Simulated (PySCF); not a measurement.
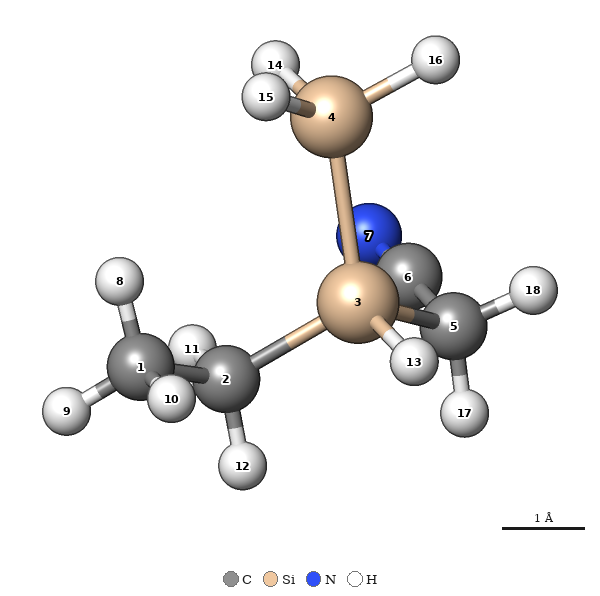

The input geometry (ball-and-stick view, seen at a tilt; atoms are numbered from 1 in the order of the input). Bond lengths as drawn: C–C 1.42 to 1.52 Å, C–H 1.09 Å, C–N 1.15 Å, C–Si 1.91 to 1.94 Å, H–Si 1.46 to 1.48 Å and Si–Si 2.32 Å.

Excited-state calculation, with input and output: C4H11NSi2

C4H11NSi2, computed with TDDFT wB97X-D/def2-SVPD, vertical, gas phase, core orbitals frozen in the response (PySCF 2.14.0).

The geometry comes from this level: GFN2-xTB. It belongs to a series of runs on one base structure; here: Si replaced by C.

### The program's output
```
coarse grid: 15480 points
cycle   1  E = -792.1771806970  dE =  5.393e-01  |g| = 5.305e-01  |ddm| = 5.261e+00
cycle   2  E = -792.1151979472  dE =  6.198e-02  |g| = 8.020e-01  |ddm| = 1.546e+00
cycle   3  E = -792.2556548850  dE = -1.405e-01  |g| = 5.974e-02  |ddm| = 9.178e-01
cycle   4  E = -792.2565761547  dE = -9.213e-04  |g| = 3.284e-02  |ddm| = 1.679e-01
cycle   5  E = -792.2568624763  dE = -2.863e-04  |g| = 4.649e-03  |ddm| = 6.718e-02
cycle   6  E = -792.2568700450  dE = -7.569e-06  |g| = 1.671e-03  |ddm| = 1.552e-02
final grid: 138768 points
cycle   7  E = -792.3664726967  dE = -8.803e-05  |g| = 5.394e-03  |ddm| = 1.384e-01
cycle   8  E = -792.3664716473  dE =  1.049e-06  |g| = 6.192e-03  |ddm| = 1.977e-02
cycle   9  E = -792.3664797195  dE = -8.072e-06  |g| = 1.315e-03  |ddm| = 7.394e-03
cycle  10  E = -792.3664800723  dE = -3.528e-07  |g| = 3.574e-04  |ddm| = 1.962e-03
cycle  11  E = -792.3664801123  dE = -4.000e-08  |g| = 5.231e-05  |ddm| = 9.438e-04
cycle  12  E = -792.3664801133  dE = -9.711e-10  |g| = 2.076e-05  |ddm| = 1.557e-04
```

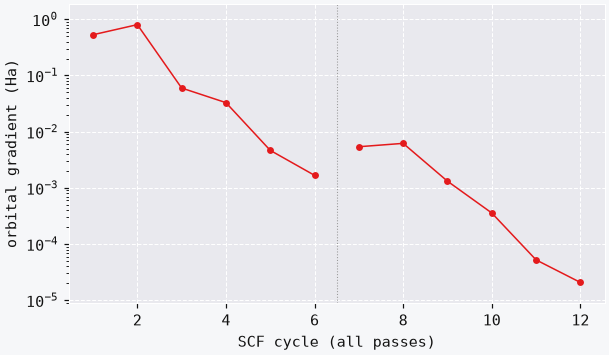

Convergence of the self-consistent field: orbital gradient against the SCF cycle. The dotted line marks the change from a coarse to the final integration grid. The first 6 cycles use a coarse grid, the final grid takes over at cycle 7, and the field converges after 12 cycles in all.

```
converged SCF energy = -792.3664801133

Static polarisability (au): isotropic 105.923, principal 99.030 107.603 111.135

Singlet excitations
state   eV       nm        f      main configurations
  1   7.2343    171.4   0.01827   H->L 0.86
  2   7.3831    167.9   0.01536   H->L+1 0.31, H-1->L 0.26, H-1->L+1 0.12
  3   7.4097    167.3   0.03980   H->L+1 0.47, H-1->L 0.21, H-1->L+4 0.08
  4   7.7194    160.6   0.07538   H-1->L+1 0.54, H-1->L 0.19
  5   7.7763    159.4   0.01271   H-1->L 0.20, H-1->L+4 0.11, H-1->L+1 0.09
  6   7.9753    155.5   0.03440   H-2->L+1 0.43, H-2->L 0.12
  7   8.0885    153.3   0.02750   H-2->L 0.36, H-1->L+2 0.11
  8   8.1268    152.6   0.00963   H-3->L+5 0.19, H-3->L+1 0.15, H-3->L+10 0.13

Triplet excitations (Tamm-Dancoff, eV): 6.4311 6.4837 6.5490
```

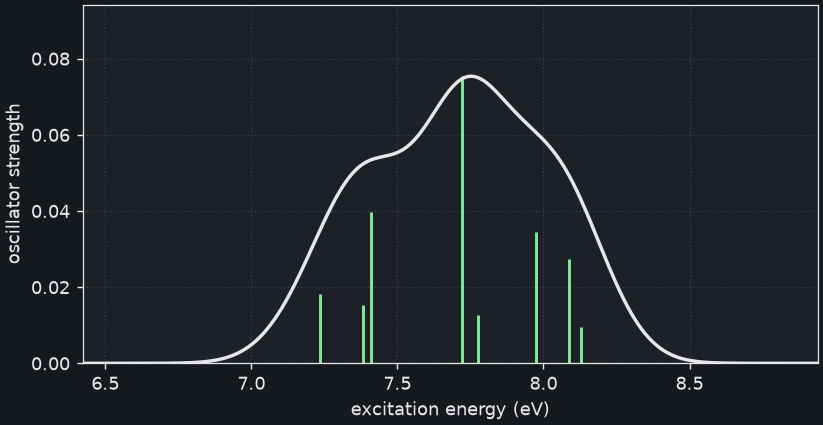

Computed excitations as sticks (degenerate states added up, dark ones marked on the axis), with a Gaussian envelope of 0.35 eV full width at half maximum, scaled to the tallest. Of the 8 states the lowest lies at 7.23 eV (f = 0.018); the strongest line is at 7.72 eV, or 161 nm (f = 0.075).

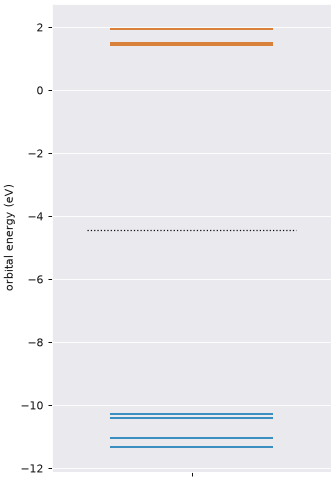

Orbital energies near the frontier; the dotted line parts filled from empty levels, and levels within 0.02 eV of each other stand side by side. Highest filled −10.28 eV, lowest empty 1.42 eV, 11.70 eV apart.

The run was set up as follows.

### Input
```
{"job": {"kind": "uv", "xc": "wB97X-D", "basis": "def2-SVPD", "nstates": 8, "ntriplets": 3}, "charge": 0, "multiplicity": 1}
C     -1.963312    -1.401615    -0.495024
C     -0.467959    -1.366889    -0.202273
Si     0.054059     0.202613     0.751270
Si    -0.476758     2.166448    -0.364261
C      1.970354     0.063888     0.990610
C      2.625519     0.113545    -0.273180
N      3.109268     0.156155    -1.310597
H     -2.257168    -0.543697    -1.096112
H     -2.232588    -2.305741    -1.038222
H     -2.535711    -1.378562     0.429850
H      0.081772    -1.418717    -1.145234
H     -0.198060    -2.264759     0.358357
H     -0.459705     0.083295     2.132941
H      0.068790     2.201184    -1.721326
H     -1.929080     2.340174    -0.469159
H      0.037245     3.340655     0.348120
H      2.235489    -0.870645     1.486390
H      2.329085     0.888987     1.606192
```

The first line tells a small driver script what to run in PySCF; the rest is the geometry in Å.

Command:
```bash
OMP_NUM_THREADS=1 python <driver script> task.json out
```

### Key numbers

```json
{"quantity": "outcome", "value": "converged"}
{"quantity": "total energy", "value": "−792.366480 hartree"}
{"quantity": "HOMO", "value": "−10.28 eV"}
{"quantity": "LUMO", "value": "1.42 eV"}
{"quantity": "dipole moment", "value": "3.88 D"}
{"quantity": "mean polarisability", "value": "105.92 a.u."}
{"quantity": "lowest singlet excitation", "value": "7.23 eV"}
{"quantity": "hardware", "value": "1 CPU thread, shared host"}
{"quantity": "wall time", "value": "1.9 min"}
{"quantity": "peak memory", "value": "1.1 GiB"}
```
